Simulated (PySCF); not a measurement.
SMILES CC([OH+]CCCC)=O (charge +1), GFN2-xTB optimised geometry. Atoms within 1.6 Å of the plane z = 0.0 Å (x, y, z in Å): C1 (-0.37, 2.84, 1.27), C2 (0.17, 1.41, 1.26), C3 (-0.28, 0.66, 0.00), C4 (0.26, -0.76, 0.00), O5 (-0.16, -1.42, -1.24), C6 (0.04, -2.97, -1.51), C7 (1.36, -3.39, -1.10), H10 (-0.01, 3.39, 0.40), H11 (-1.45, 2.84, 1.25), H13 (1.26, 1.44, 1.30), H14 (-1.37, 0.65, -0.03), H15 (0.09, 1.20, -0.88), H16 (1.35, -0.76, 0.00), H17 (-0.12, -1.32, 0.86), H18 (-1.09, -1.18, -1.45), H19 (1.45, -3.39, -0.01), H20 (1.54, -4.40, -1.46), H21 (2.13, -2.72, -1.50).

Computed with PySCF with CAM-B3LYP/def2-SVP. Cells within 0.4 Å of a nucleus heavier than hydrogen are left out (blank, or x).

Map of the HOMO−1 amplitude (bohr^(-3/2)) on the plane z = 0.0 Å; orbital energy -14.62 eV, overall sign arbitrary:

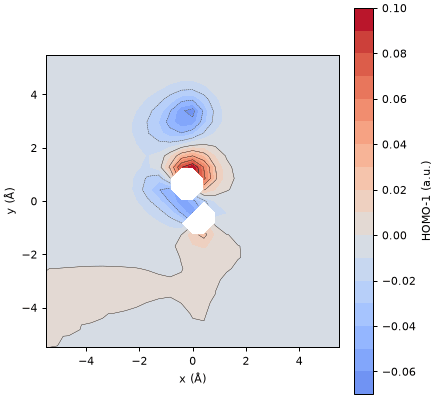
Figure: HOMO−1 amplitude (bohr^(-3/2)) on the plane z = 0.0 Å.
